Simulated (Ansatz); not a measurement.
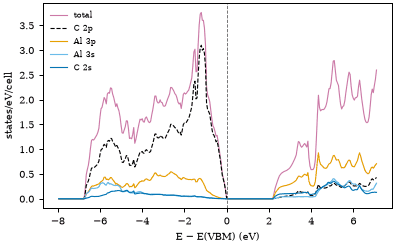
Fig. 1. Total and projected density of states of MgAl₂C₂ in space group P-3m1 (No. 164; Mg on 1a, Al on 2d, C on 2d), DFT-r²SCAN in the program Ansatz with PAW potentials

Q: Which orbitals carry the states next to the gap?

A: Top 1 eV of the valence band: C 2p 89 %. Bottom 1 eV of the conduction band: Al 3p 48 %, C 2s 18 %, C 2p 8 %, Al 3s 7 %, outside the projected shells 14 %. Projections are on Löwdin-orthogonalised atomic valence shells; empty p or d shells of many metals are not among them.

Q: Where is the tallest occupied peak in this window, and what makes it?

A: Near -1.2 eV, about 3.8 states/eV per cell; the largest projected share is C 2p.

The first step of the workflow began from a Materials Project structure, measured or hypothetical; the Crystallography Open Database copy checked does not list it. Whether it is the stable phase at ambient conditions was not checked. The r²SCAN relaxation kept the symmetry of its start; whether a distortion lowers the energy is not shown.

Potentials: the later of the program's two PAW sets.
